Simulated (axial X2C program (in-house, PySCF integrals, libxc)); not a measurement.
**FLi⁺: from the state search to constants**

Aim: find the lowest determinant of FLi⁺, scan the bond at several levels and fit the constants, once spin-free and once with spin–orbit coupling.

Method: all-electron X2C, F dyall-av3z, Li dyall-cv3z; program: an in-house X2C program for linear molecules on PySCF integrals.

All values are calculated.

### Step 1. Input

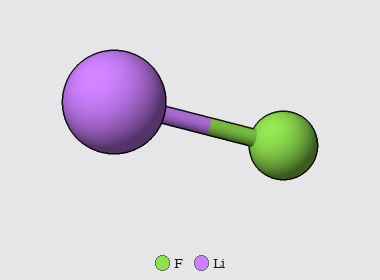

The two atoms at 1.970 Å (fluorine green, lithium purple).

Contents of task.json:

```json
{
 "zs": [
  9,
  3
 ],
 "q": 1,
 "bas": [
  "dyall-av3z",
  "dyall-cv3z"
 ],
 "levels": [
  "PBE0",
  "HF",
  "B97-3"
 ],
 "cc": true,
 "r0": 1.97,
 "thr": -2.0,
 "nmax": 90,
 "npts": 10,
 "nst": 2,
 "ntry": 6
}
```

Keys: zs atomic numbers; q charge; bas basis sets; levels methods (HF also brings MP2); cc coupled cluster on or off; r0 starting distance in Å; thr threshold in hartree for freezing inner shells (an s shell follows its p shell); nmax most natural virtual spinors; npts points asked for on the curve; nst determinants followed; ntry starts of the search.

Run with:

```bash
> python so2c.py task.json out
```

Spin-free means the one-electron spin-free X2C Hamiltonian; two-component (2c) means X2C with spin–orbit coupling and atomic mean-field two-electron Coulomb and Gaunt terms. Basis: F dyall-av3z contracted to [7s6p3d2f], Li dyall-cv3z contracted to [7s8p2d]; Gaussian nuclei, density fitting. Masses: F 18.998 u, Li 7.016 u.

Notation: σ, π±, δ± give the projection m of an orbital's angular momentum (0, ±1, ±2), α and β its spin, Λ and M_S the sums; ω is the projection of a spinor's total angular momentum and Ω the sum. Logs are in hartree.

The results follow Hamiltonian by Hamiltonian and level by level.

### Step 2. Which state to follow

PBE0 moves the distance from 1.970 Å to 2.031 Å and compares determinants there.

Spin-free determinants:

```json
{"ΔE (eV)": "0.00", "state": "M_S = 1/2, Λ = 1", "open shells": "beyond closed shells: π+α, π+β, π-α"}
{"ΔE (eV)": "0.26", "state": "M_S = 1/2, Λ = 0", "open shells": "beyond closed shells: σα"}
```

Two-component determinants:

| ΔE (eV) | state | open shells |
| --- | --- | --- |
| 0.00 | Ω = 3/2 | excess of +ω over −ω: ω = 3/2 |
| 0.03 | Ω = 1/2 | excess of +ω over −ω: ω = 1/2 |

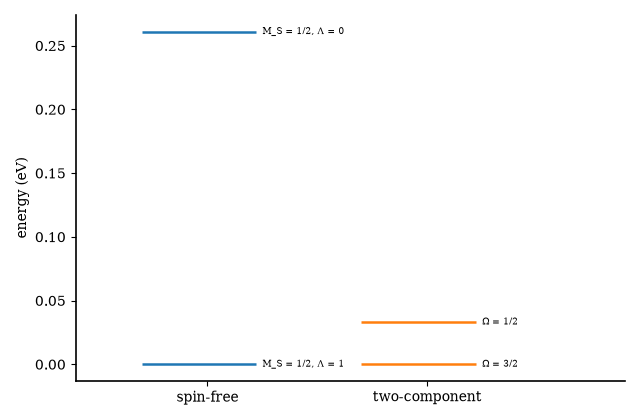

The determinants found, each set from its own lowest.

### Step 3. PBE0, spin-free

State followed: M_S = 1/2, Λ = 1 (beyond closed shells: π+α, π+β, π-α). The scan is laid around 2.031 Å, a first estimate of the minimum, and this SCF restarts from the orbitals of the search.

The SCF at the reference distance of 2.031 Å:

```text
spin-free X2C-1e  PBE0
basis functions 95  fitting functions 460  grid points 4362
iter        total energy     max residual
   1       -107.037441231     3.74e-06
   2       -107.037441232     1.12e-06
converged
one-electron -159.93069234  Coulomb 57.79794964  exact exchange -2.91074718  xc functional -9.02880349  nuclear repulsion 7.03485214
```

Along the bond, energies from the lowest point:

| R (Å) | E (eV) | μ (D) | HOMO (eV) | LUMO (eV) | iterations |
| --- | --- | --- | --- | --- | --- |
| 1.767 | 0.0996 | 5.54 | -20.23 | -15.07 | 7 |
| 1.848 | 0.0394 | 5.83 | -19.97 | -14.80 | 7 |
| 1.909 | 0.0150 | 6.05 | -19.77 | -14.61 | 7 |
| 1.970 | 0.0030 | 6.28 | -19.59 | -14.42 | 6 |
| 2.031 | 0.0000 | 6.50 | -19.40 | -14.24 | 2 |
| 2.102 | 0.0047 | 6.77 | -19.20 | -14.04 | 7 |
| 2.173 | 0.0148 | 7.03 | -19.00 | -13.84 | 7 |
| 2.265 | 0.0331 | 7.38 | -18.76 | -13.60 | 7 |
| 2.376 | 0.0586 | 7.80 | -18.48 | -13.33 | 7 |
| 2.539 | 0.0966 | 8.42 | -18.11 | -12.96 | 7 |

Dipoles are positive if Li is the positive end and refer to the centre of mass.

Outer orbitals at the reference distance:

```json
{"symmetry": "π+α", "occupied": "yes", "ε (eV)": "-21.76", "atomic character": "99% F p"}
{"symmetry": "π-α", "occupied": "yes", "ε (eV)": "-21.76", "atomic character": "99% F p"}
{"symmetry": "σα", "occupied": "yes", "ε (eV)": "-20.84", "atomic character": "97% F p"}
{"symmetry": "σβ", "occupied": "yes", "ε (eV)": "-20.00", "atomic character": "97% F p, 2% Li p"}
{"symmetry": "π+β", "occupied": "yes", "ε (eV)": "-19.40", "atomic character": "98% F p"}
{"symmetry": "π-β", "occupied": "no", "ε (eV)": "-14.24", "atomic character": "98% F p"}
{"symmetry": "σα", "occupied": "no", "ε (eV)": "-6.16", "atomic character": "81% Li s, 8% F s, 7% F p"}
{"symmetry": "σβ", "occupied": "no", "ε (eV)": "-6.13", "atomic character": "80% Li s, 8% F s, 7% F p"}
{"symmetry": "π+α", "occupied": "no", "ε (eV)": "-4.48", "atomic character": "89% Li p, 10% F p"}
```

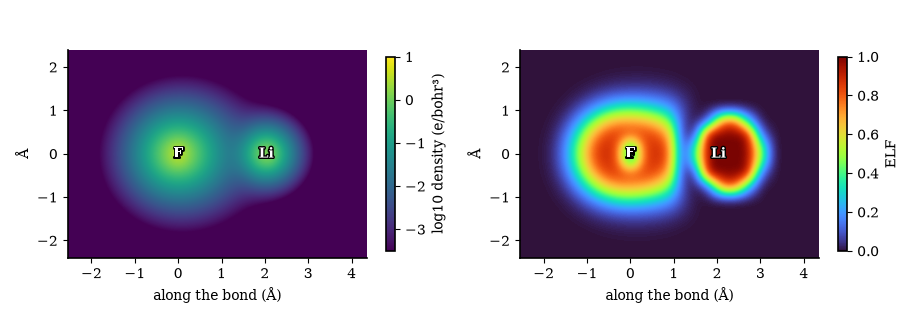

PBE0 fields in a plane through the axis, from a grid of 0.3 Å; F lies at z = 0 and Li at z = 2.031 Å; the ELF is damped to zero where the density is low.

Re = 2.025 Å, ωe = 307 cm⁻¹, ωexe = 11.3 cm⁻¹, Be = 0.8024 cm⁻¹, De = 0.116 eV, μ = 6.48 D.

### Step 4. HF, spin-free

The SCF at the reference distance of 2.031 Å:

```text
spin-free X2C-1e  HF
basis functions 95  fitting functions 460  grid points 4362
iter        total energy     max residual
   1       -106.740879300     2.66e-02
   2       -106.745726187     2.97e-03
   3       -106.745845927     7.06e-04
   4       -106.745853938     3.78e-04
   5       -106.745855360     1.37e-04
   6       -106.745855735     2.79e-05
   7       -106.745855755     5.22e-06
   8       -106.745855755     1.20e-06
converged
one-electron -160.02349514  Coulomb 57.92654599  exact exchange -11.68375874  xc functional 0.00000000  nuclear repulsion 7.03485214
```

Re = 2.025 Å, ωe = 299.7 cm⁻¹, ωexe = 13.2 cm⁻¹, Be = 0.8021 cm⁻¹, De = 0.153 eV, μ = 6.57 D.

### Step 5. B97-3, spin-free

The SCF at the reference distance of 2.031 Å:

```text
spin-free X2C-1e  B97-3
basis functions 95  fitting functions 460  grid points 4362
iter        total energy     max residual
   1       -107.130762360     6.39e-03
   2       -107.130936939     1.47e-03
   3       -107.130941585     1.12e-03
   4       -107.130950252     3.99e-05
   5       -107.130950269     6.05e-06
   6       -107.130950269     9.00e-07
converged
one-electron -159.96751727  Coulomb 57.84444871  exact exchange -3.13811867  xc functional -8.90461519  nuclear repulsion 7.03485214
```

Re = 2.054 Å, ωe = 279.8 cm⁻¹, Be = 0.7797 cm⁻¹, De = 0.169 eV, μ = 6.61 D.

### Step 6. MP2 and beyond, spin-free

Correlated methods: 7 electrons correlated (frozen shells, counted by type: F 1 s; Li 1 s), 171 virtual spinors in MP2, 68 natural virtuals in coupled cluster.

Output of the correlated part at 2.031 Å:

```text
correlated 7  virtual 171  natural virtual 68  E(MP2) -0.215269650  MP2 remainder -0.002672371
iter   CCSD correlation   residual
   1     -0.220871408   4.33e-02
   2     -0.224014192   1.46e-02
   3     -0.224331172   5.11e-03
   4     -0.224303426   1.86e-03
   5     -0.224319843   4.01e-04
   6     -0.224317889   7.01e-05
   7     -0.224318068   1.97e-05
   8     -0.224317931   5.39e-06
   9     -0.224318002   1.39e-06
  10     -0.224318006   2.52e-07
(T) -0.004466666  T1 0.0083  D1 0.0131  max T2 0.039
```

T1 in the output is the amplitude norm over the root of the electron number; divide by √2 for the Lee–Taylor value.

MP2: Re = 2.057 Å, ωe = 290.5 cm⁻¹, Be = 0.7775 cm⁻¹, De = 0.257 eV.

CCSD: Re = 2.052 Å, ωe = 293.0 cm⁻¹, ωexe = 12.3 cm⁻¹, Be = 0.7816 cm⁻¹, De = 0.259 eV. T1 at Re = 0.006 (Lee–Taylor, the printed value over √2).

CCSD(T): Re = 2.056 Å, ωe = 291.5 cm⁻¹, ωexe = 12.1 cm⁻¹, Be = 0.7783 cm⁻¹, De = 0.265 eV. T1 at Re = 0.006 (Lee–Taylor, the printed value over √2).

### Step 7. A higher determinant, spin-free

State: M_S = 1/2, Λ = 0 (beyond closed shells: σα).

Output at the reference distance:

```text
spin-free X2C-1e  PBE0
basis functions 95  fitting functions 460  grid points 4362
iter        total energy     max residual
   1       -107.027850171     2.83e-05
   2       -107.027850179     8.55e-06
   3       -107.027850180     4.11e-06
converged
one-electron -159.91721678  Coulomb 57.82463949  exact exchange -2.91765417  xc functional -9.05247087  nuclear repulsion 7.03485214
```

| R (Å) | E above the lowest PBE0 point (eV) |
| --- | --- |
| 1.767 | 0.427 |
| 1.848 | 0.353 |
| 1.909 | 0.314 |
| 1.970 | 0.284 |
| 2.031 | 0.261 |
| 2.102 | 0.241 |
| 2.173 | 0.226 |
| 2.265 | 0.212 |
| 2.376 | 0.200 |

No constants are quoted: the lowest point is the long end of the scan.

### Step 8. The spin-free curves together

Energy (eV) of the followed determinant, spin-free, from each level's lowest point:

| R (Å) | PBE0 | HF | MP2 | CCSD | CCSD(T) | B97-3 |
| --- | --- | --- | --- | --- | --- | --- |
| 1.767 | 0.100 | 0.098 | 0.121 | n/a | n/a | 0.112 |
| 1.848 | 0.039 | 0.038 | 0.052 | 0.050 | 0.052 | 0.048 |
| 1.909 | 0.015 | 0.015 | 0.023 | 0.022 | 0.023 | 0.021 |
| 1.970 | 0.003 | 0.003 | 0.007 | 0.006 | 0.006 | 0.006 |
| 2.031 | 0.000 | 0.000 | 0.000 | 0.000 | 0.000 | 0.000 |
| 2.102 | 0.005 | 0.004 | 0.001 | 0.002 | 0.001 | 0.001 |
| 2.173 | 0.015 | 0.014 | 0.008 | 0.009 | 0.008 | 0.008 |
| 2.265 | 0.033 | 0.031 | 0.023 | 0.024 | 0.023 | 0.022 |
| 2.376 | 0.059 | 0.054 | 0.045 | n/a | n/a | 0.042 |
| 2.539 | 0.097 | 0.087 | 0.078 | n/a | n/a | 0.072 |

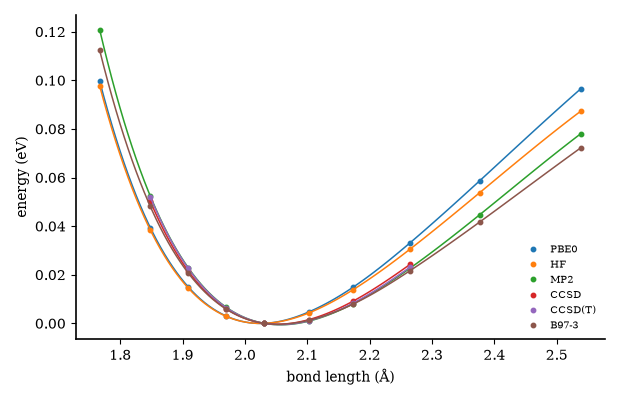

Curves of the followed state, spin-free, each from its own lowest point.

### Step 9. PBE0, 2c

State followed: Ω = 3/2 (excess of +ω over −ω: ω = 3/2). The scan is laid around 2.031 Å, a first estimate of the minimum, and this SCF restarts from the orbitals of the search.

Output at 2.031 Å:

```text
two-component X2C + atomic mean field  PBE0
basis functions 95  fitting functions 460  grid points 4362
iter        total energy     max residual
   1       -107.030991804     2.08e-06
   2       -107.030991804     1.36e-06
converged
one-electron -159.91316380  Coulomb 57.79283821  exact exchange -2.91049477  xc functional -9.02803165  nuclear repulsion 7.03485214  atomic mean-field constant -0.00699192
```

Along the bond, energies from the lowest point:

| R (Å) | E (eV) | μ (D) | HOMO (eV) | LUMO (eV) | iterations |
| --- | --- | --- | --- | --- | --- |
| 1.767 | 0.0998 | 5.54 | -20.25 | -15.05 | 7 |
| 1.848 | 0.0395 | 5.83 | -19.98 | -14.78 | 7 |
| 1.909 | 0.0150 | 6.05 | -19.79 | -14.59 | 7 |
| 1.970 | 0.0030 | 6.28 | -19.60 | -14.40 | 6 |
| 2.031 | 0.0000 | 6.50 | -19.42 | -14.22 | 2 |
| 2.102 | 0.0047 | 6.77 | -19.21 | -14.02 | 7 |
| 2.173 | 0.0148 | 7.03 | -19.02 | -13.82 | 7 |
| 2.265 | 0.0331 | 7.38 | -18.77 | -13.58 | 7 |
| 2.376 | 0.0586 | 7.80 | -18.49 | -13.31 | 7 |
| 2.539 | 0.0966 | 8.42 | -18.12 | -12.94 | 7 |

Dipoles are positive if Li is the positive end and refer to the centre of mass.

Outer spinors at the reference distance:

```tsv
ω	occupied	ε (eV)	atomic character	λ mixture
-1/2	yes	-21.77	99% F p	100% π
3/2	yes	-21.73	99% F p	100% π
1/2	yes	-20.83	97% F p	100% σ
-1/2	yes	-20.00	97% F p, 2% Li p	100% σ
1/2	yes	-19.42	98% F p	100% π
-3/2	no	-14.22	98% F p	100% π
1/2	no	-6.16	80% Li s, 8% F s, 7% F p	100% σ
-1/2	no	-6.13	80% Li s, 8% F s, 7% F p	100% σ
-1/2	no	-4.48	89% Li p, 10% F p	100% π
```

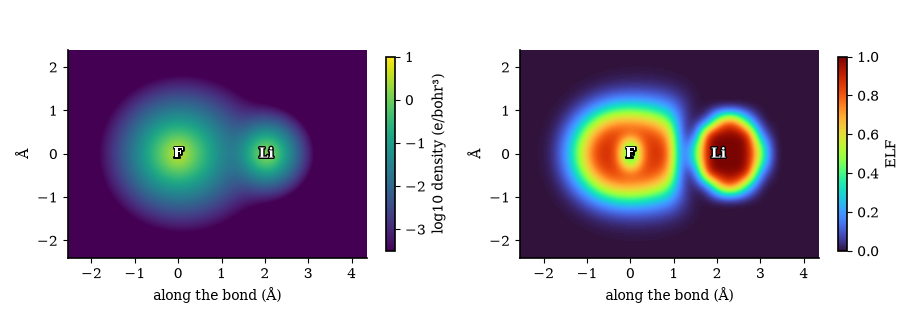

PBE0 fields in a plane through the axis, from a grid of 0.3 Å; F lies at z = 0 and Li at z = 2.031 Å; the ELF is damped to zero where the density is low.

Re = 2.025 Å, ωe = 307 cm⁻¹, ωexe = 11.3 cm⁻¹, Be = 0.8023 cm⁻¹, De = 0.132 eV, μ = 6.48 D.

### Step 10. HF, 2c

The SCF at the reference distance of 2.031 Å:

```text
two-component X2C + atomic mean field  HF
basis functions 95  fitting functions 460  grid points 4362
iter        total energy     max residual
   1       -106.734444456     2.66e-02
   2       -106.739290494     2.97e-03
   3       -106.739410111     7.05e-04
   4       -106.739418084     3.77e-04
   5       -106.739419497     1.37e-04
   6       -106.739419871     2.79e-05
   7       -106.739419892     5.22e-06
   8       -106.739419892     1.20e-06
converged
one-electron -160.00601301  Coulomb 57.92148209  exact exchange -11.68274918  xc functional 0.00000000  nuclear repulsion 7.03485214  atomic mean-field constant -0.00699192
```

Re = 2.025 Å, ωe = 299.7 cm⁻¹, ωexe = 13.1 cm⁻¹, Be = 0.802 cm⁻¹, De = 0.158 eV, μ = 6.57 D.

### Step 11. B97-3, 2c

Output at 2.031 Å:

```text
two-component X2C + atomic mean field  B97-3
basis functions 95  fitting functions 460  grid points 4362
iter        total energy     max residual
   1       -107.124306927     6.39e-03
   2       -107.124481485     1.47e-03
   3       -107.124486143     1.12e-03
   4       -107.124494819     4.01e-05
   5       -107.124494835     6.05e-06
   6       -107.124494836     9.00e-07
converged
one-electron -159.95000955  Coulomb 57.83936178  exact exchange -3.13784771  xc functional -8.90385957  nuclear repulsion 7.03485214  atomic mean-field constant -0.00699192
```

Re = 2.054 Å, ωe = 279.9 cm⁻¹, Be = 0.7796 cm⁻¹, De = 0.185 eV, μ = 6.61 D.

### Step 12. Correlated methods, 2c

Correlated methods: 7 electrons correlated (frozen shells, counted by type: F 1 s; Li 1 s), 171 virtual spinors in MP2, 68 natural virtuals in coupled cluster.

Output of the correlated part at 2.031 Å:

```text
correlated 7  virtual 171  natural virtual 68  E(MP2) -0.215261691  MP2 remainder -0.002672539
iter   CCSD correlation   residual
   1     -0.220865519   4.33e-02
   2     -0.224007984   1.46e-02
   3     -0.224324618   5.10e-03
   4     -0.224296823   1.86e-03
   5     -0.224313200   4.00e-04
   6     -0.224311254   7.00e-05
   7     -0.224311433   1.97e-05
   8     -0.224311296   5.38e-06
   9     -0.224311367   1.39e-06
  10     -0.224311371   2.51e-07
(T) -0.004466767  T1 0.0083  D1 0.0131  max T2 0.039
```

MP2: Re = 2.057 Å, ωe = 290.6 cm⁻¹, Be = 0.7774 cm⁻¹, De = 0.264 eV.

CCSD: Re = 2.052 Å, ωe = 293.1 cm⁻¹, ωexe = 12.2 cm⁻¹, Be = 0.7815 cm⁻¹, De = 0.265 eV. T1 at Re = 0.006 (Lee–Taylor, the printed value over √2).

CCSD(T): Re = 2.056 Å, ωe = 291.6 cm⁻¹, ωexe = 12.1 cm⁻¹, Be = 0.7782 cm⁻¹, De = 0.265 eV. T1 at Re = 0.006 (Lee–Taylor, the printed value over √2).

### Step 13. A higher determinant, 2c

State: Ω = 1/2 (excess of +ω over −ω: ω = 1/2).

Output at the reference distance:

```text
two-component X2C + atomic mean field  PBE0
basis functions 95  fitting functions 460  grid points 4362
iter        total energy     max residual
   1       -107.029774104     1.30e-06
   2       -107.029774104     5.35e-07
converged
one-electron -159.90938509  Coulomb 57.78995752  exact exchange -2.91042566  xc functional -9.02778109  nuclear repulsion 7.03485214  atomic mean-field constant -0.00699192
```

| R (Å) | E above the lowest PBE0 point (eV) |
| --- | --- |
| 1.767 | 0.133 |
| 1.848 | 0.073 |
| 1.909 | 0.048 |
| 1.970 | 0.036 |
| 2.031 | 0.033 |
| 2.102 | 0.038 |
| 2.173 | 0.048 |
| 2.265 | 0.066 |
| 2.376 | 0.092 |

Re = 2.025 Å, ωe = 307 cm⁻¹, ωexe = 11.3 cm⁻¹, Be = 0.8021 cm⁻¹, μ = 6.48 D. Te = 0.03 eV.

### Step 14. The 2c curves together

Energy (eV) of the followed determinant, 2c, from each level's lowest point:

| R (Å) | PBE0 | HF | MP2 | CCSD | CCSD(T) | B97-3 |
| --- | --- | --- | --- | --- | --- | --- |
| 1.767 | 0.100 | 0.098 | 0.121 | n/a | n/a | 0.112 |
| 1.848 | 0.039 | 0.038 | 0.052 | 0.050 | 0.052 | 0.048 |
| 1.909 | 0.015 | 0.015 | 0.023 | 0.022 | 0.023 | 0.021 |
| 1.970 | 0.003 | 0.003 | 0.007 | 0.006 | 0.006 | 0.006 |
| 2.031 | 0.000 | 0.000 | 0.000 | 0.000 | 0.000 | 0.000 |
| 2.102 | 0.005 | 0.004 | 0.001 | 0.001 | 0.001 | 0.001 |
| 2.173 | 0.015 | 0.014 | 0.008 | 0.009 | 0.008 | 0.008 |
| 2.265 | 0.033 | 0.031 | 0.023 | 0.024 | 0.023 | 0.022 |
| 2.376 | 0.059 | 0.054 | 0.045 | n/a | n/a | 0.042 |
| 2.539 | 0.097 | 0.087 | 0.078 | n/a | n/a | 0.072 |

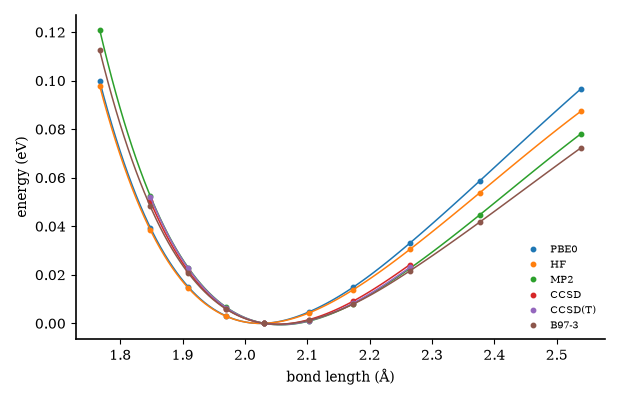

Curves of the followed state, 2c, each from its own lowest point.

Time for the job: 19 s (1 thread of AMD EPYC 9R45 (Zen 5), shared host).

### Step 15. Results

Lowest determinant that the search found at its distance, spin-free: M_S = 1/2, Λ = 1 (beyond closed shells: π+α, π+β, π-α).

Lowest determinant that the search found at its distance, 2c: Ω = 3/2 (excess of +ω over −ω: ω = 3/2).

```csv
Hamiltonian,level,Re (Å),ωe (cm⁻¹),De (eV),μ (D)
spin-free,PBE0,2.025,307,0.116,6.48
spin-free,HF,2.025,299.7,0.153,6.57
spin-free,MP2,2.057,290.5,0.257,n/a
spin-free,CCSD,2.052,293.0,0.259,n/a
spin-free,CCSD(T),2.056,291.5,0.265,n/a
spin-free,B97-3,2.054,279.8,0.169,6.61
2c,PBE0,2.025,307,0.132,6.48
2c,HF,2.025,299.7,0.158,6.57
2c,MP2,2.057,290.6,0.264,n/a
2c,CCSD,2.052,293.1,0.265,n/a
2c,CCSD(T),2.056,291.6,0.265,n/a
2c,B97-3,2.054,279.9,0.185,6.61
```

Dipoles are positive if Li is the positive end and refer to the centre of mass.

Time per point (s) on 1 thread of AMD EPYC 9R45 (Zen 5), shared host (2c runs; CCSD comes with the CCSD(T) run); the times are rough: PBE0 0.077, HF 0.033, MP2 0.055, CCSD(T) 0.52, B97-3 0.085.

At CCSD(T), going from spin-free to two-component changes Re by 0 mÅ, ωe by 0.0 %; the spin-free picture holds up (part of it comes from the scalar share of the two-electron terms). De moves by 0.00 eV; both De rest on single-determinant atoms, which can miss part of an open shell's spin–orbit lowering.

De refers to F + Li+, each in the lowest determinant found, which need not be this curve's own limit. The state is a single determinant with fixed occupations, the lowest that a limited PBE0 search found. De is counted from the lowest determinant-based energies of the atoms at the same level, without counterpoise correction. Density functionals use the spin component along the axis (collinear). Coupled cluster ran in a truncated set of natural virtual spinors; the MP2 energy of the rest was added.
